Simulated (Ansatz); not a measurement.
```yaml
crystal:
  lattice:
    - [5.05358, 0.00000, 0.00000]
    - [0.00000, 5.05358, 0.00000]
    - [0.00000, 0.00000, 5.05358]
  atoms:
    - { symbol: Mo, position: [0.25000, 0.00000, 0.50000] }
    - { symbol: Mo, position: [0.50000, 0.75000, 0.00000] }
    - { symbol: Mo, position: [0.75000, 0.00000, 0.50000] }
    - { symbol: Mo, position: [0.50000, 0.25000, 0.00000] }
    - { symbol: Mo, position: [0.00000, 0.50000, 0.75000] }
    - { symbol: Mo, position: [0.00000, 0.50000, 0.25000] }
    - { symbol: W, position: [0.00000, 0.00000, 0.00000] }
    - { symbol: W, position: [0.50000, 0.50000, 0.50000] }
```

Space group Pm-3n; a structure generated by program, which may or may not match a known phase; computed without spin polarisation.

Computed with DFT PBE, scalar-relativistic, plane waves, PAW (Ansatz 0.2.0).

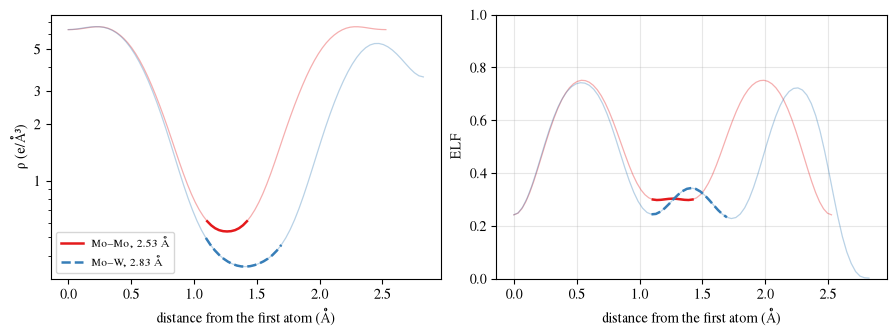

Mo$_{3}$W. Valence charge density (pseudo) and ELF along straight lines between neighbouring atoms. Thin, pale parts lie inside the atomic spheres.

Core electrons are frozen (PAW), and the valence fields are smoothed inside the atomic spheres.

### Compare the contacts.

Mo–Mo (2.53 Å): the density is about 0.54 e/Å³ at the midpoint; the ELF is about 0.30 at the midpoint.
Mo–W (2.83 Å): the density is about 0.35 e/Å³ at the midpoint; the ELF is about 0.35 at the midpoint.
